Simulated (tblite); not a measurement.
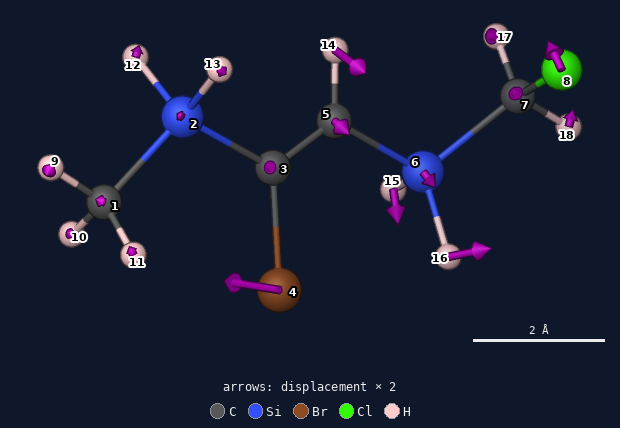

A relaxation of C4H10BrClSi2. The starting structure is drawn; purple arrows show the displacements, magnified 2 times. The two geometries are superimposed by the best rigid fit.

A ball-and-stick model, seen at a tilt.

Theory: tblite, GFN2-xTB geometry optimisation, gas phase. 

Describe the change and its energy.

Answer. The energy falls by 34.0 kJ/mol in 81 geometry steps. The largest move after the best rigid fit is that of Br4, 0.66 Å. By element the largest moves are Br 0.66 Å, H 0.51 Å, Cl 0.29 Å, C 0.20 Å, Si 0.16 Å. Some distances before and after: Br4–Si6 3.177 → 3.299 Å, C1–Si2 1.850 → 1.891 Å, Si2–C3 1.866 → 1.906 Å, C1–H11 1.122 → 1.087 Å. Bond angles that change, for instance: C3–C5–H14 122.1° → 115.9°, H15–Si6–H16 105.6° → 111.7°, Si2–C1–H9 106.1° → 110.8°. Groups turn about C5–Si6 by about 25°. The run took 0.76 s on 1 thread of Arm Neoverse V2, with other jobs on the host.
